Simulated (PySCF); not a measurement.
System: C$_{6}$H$_{5}$ClO.

Input

```
{"job": {"kind": "nmr", "xc": "PBE0", "basis": "pcSseg-1", "pop": false}, "charge": 0, "multiplicity": 1}
C      0.194500    -1.766000     1.035900
C     -0.126200    -0.906400     0.067200
C      0.319700     0.434000     0.108200
C      0.668400     1.591900     0.098400
C      1.103200     2.947700     0.131400
O      1.840300     3.424800     0.954300
C     -0.995100    -1.274000    -1.096600
Cl    -2.604300    -0.493400    -0.901200
H     -0.149600    -2.785900     1.018600
H      0.809700    -1.467300     1.866800
H      0.684900     3.549000    -0.701500
H     -1.163700    -2.348700    -1.145800
H     -0.586200    -0.905200    -2.037300
```

Command:

```sh
OMP_NUM_THREADS=1 python probes_run.py task.json out
```

Geometry: GFN2-xTB, NEB image 0 of 0 to 8.

These are results of PBE0/pcSseg-1, SCF density, gas phase, non-relativistic in PySCF, not measurements.

Predict the electron density and electron localisation function between the atoms.

Answer. C–O (1.20 Å): ρ at the midpoint is about 3.3 e/Å³; the ELF peaks at about 0.85 between the atoms: a multiple bond.
C–C (1.21 Å): ρ is about 2.7 e/Å³ halfway; the ELF peaks at about 0.85 between the atoms: a multiple bond.
C–H (1.08 Å): the density is about 2.1 e/Å³ at the midpoint; the ELF climbs to about 1 towards the hydrogen, as it does in any bond to H; a covalent bond by its length.
C–C (1.33 Å): ρ at the midpoint is about 2.3 e/Å³; the ELF peaks at about 0.95 between the atoms; a short, multiple covalent bond.

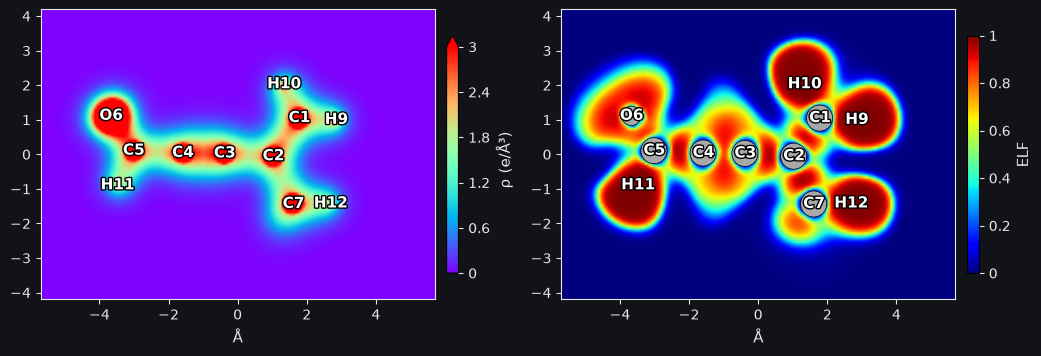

Computed electron density and electron localisation function on the plane of atoms C2, C1 and H9, in this order. Grey discs cover the atomic cores in the ELF map. 
